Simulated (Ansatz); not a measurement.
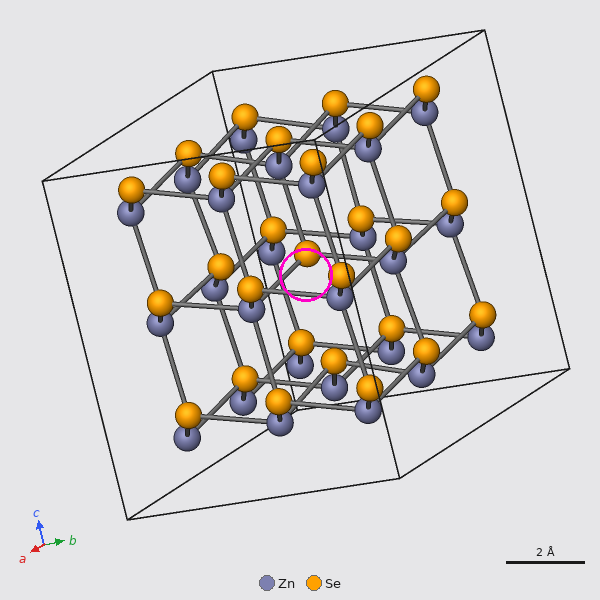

Ball-and-stick drawing of the structure, looking slightly off an axis. One supercell is framed, with atoms on its boundary repeated. The host is ZnSe, in a cell of 54 sites, and the cell carries a charge of -1. A ring marks the defect's site.

### Identify the point defect.

A zinc vacancy. Around the empty site lie four Se at about 2.4 Å.

The numbers come from DFT PBE, scalar-relativistic, plane waves, PAW (Ansatz 0.2.0), using a cutoff energy of 420 eV, 2×2×2 k-mesh, Gaussian smearing of 0.01 eV, collinear spins.

### Does the cell have a net magnetic moment?

Yes, 0.2 μB in the cell.

The atoms were relaxed in the host's cell with DFT PBE, scalar-relativistic, plane waves, PAW (Ansatz 0.2.0).
